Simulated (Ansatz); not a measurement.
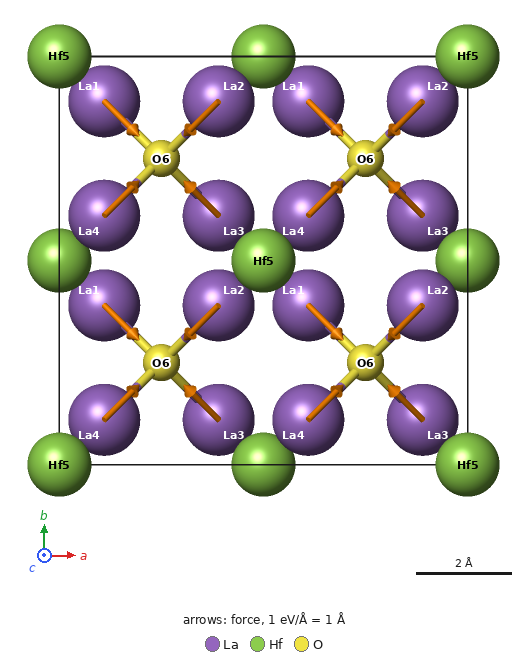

Starting geometry of crystalline La4HfO (a generated structure, set up in F-43m) (coarse preliminary run) with the computed forces as orange arrows. A ball-and-stick model of the conventional cell (4 times the calculation's cell), seen along the c axis. Lengths and directions refer to the drawn axes.

Method: DFT PBE, scalar-relativistic, plane waves, PAW in Ansatz. (plane-wave cutoff 420 eV; k-point mesh 4 × 4 × 4; occupations gaussian; smearing width 0.1 eV; no spin polarisation; cell and atoms relaxed; force threshold 0.04 eV/Å; at most 70 steps)

Is this structure relaxed? If not, where do the atoms go?

Answer. It isn't relaxed: the largest force vector, on La atoms, is 1.29 eV/Å. The atoms end up moving mostly along the starting forces (cosine between the two patterns 1.00). Over 5 accepted moves (7 points after the start) the energy falls by 4.252 eV per cell of the calculation. Largest force component: 0.74 eV/Å at the start, 0.019 eV/Å at the end. The pressure goes from 28.81 to 0.10 GPa. At 2 points the geometry stayed and the basis and grid were re-selected for the new cell (energy shift of 0.151 eV per cell of the calculation at most each time). The largest moves relative to the cell, 0.072 Å, are those of La1, La2, La3 and La4. La1 goes along [1 −1 1]. Hf and O stay in place. The volume changes by +41.1 %, with a = b = c 8.597 → 9.643 Å (+12.2 %). Some distances before and after: La1–La2 2.671 → 3.114 Å, La1–La2 (another image) 3.408 → 3.705 Å, La1–O6 2.087 → 2.269 Å. The space group stays F-43m (No. 216).
